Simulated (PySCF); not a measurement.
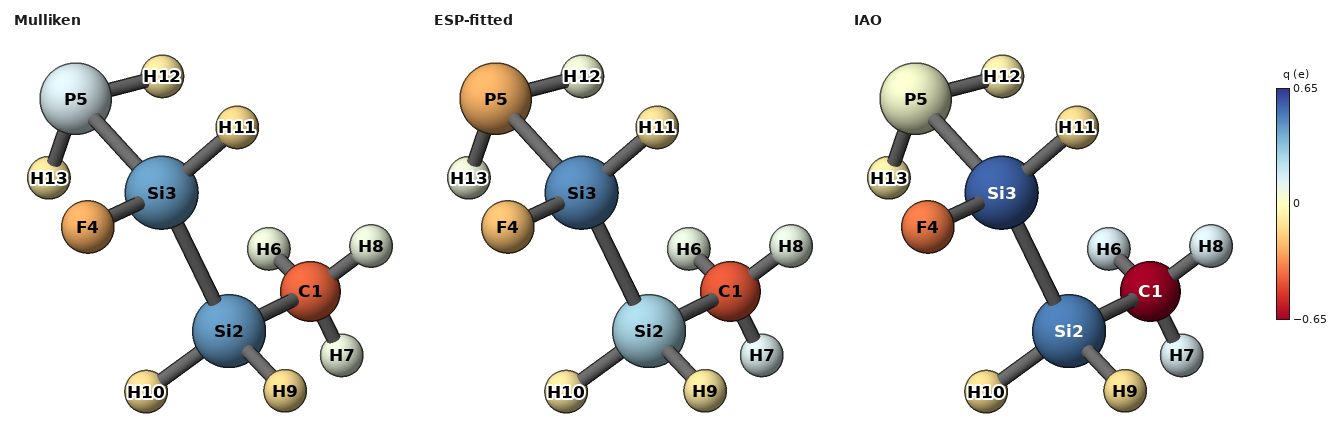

Atomic charges of one calculation by 3 schemes, on one colour scale. The geometry was computed by an optimisation with PBE0-D3(BJ)/def2-SVP. No frequency run is at hand to confirm it as a minimum. Level of theory: PBE0/STO-3G (PySCF 2.14.0).

Which scheme gives the most polar picture (largest mean size of the charges)?

Answer. The IAO charges are the largest in size here, and the ESP-fitted charges the smallest.

On which atom do the schemes disagree most?

Answer. On P5 (from −0.24 to 0.13 e).

List the charges (e), one line for each set of equivalent atoms.

| atom | Mulliken | ESP-fitted | IAO |
| --- | --- | --- | --- |
| C1 | −0.39 | −0.42 | −0.64 |
| Si2 | 0.42 | 0.26 | 0.49 |
| Si3 | 0.41 | 0.45 | 0.55 |
| F4 | −0.24 | −0.20 | −0.35 |
| P5 | 0.13 | −0.24 | 0.03 |
| H6 | 0.07 | 0.09 | 0.13 |
| H7 | 0.07 | 0.12 | 0.13 |
| H8 | 0.07 | 0.09 | 0.13 |
| H9 | −0.12 | −0.08 | −0.11 |
| H10 | −0.12 | −0.08 | −0.12 |
| H11 | −0.13 | −0.11 | −0.13 |
| H12 | −0.09 | 0.06 | −0.06 |
| H13 | −0.09 | 0.07 | −0.06 |
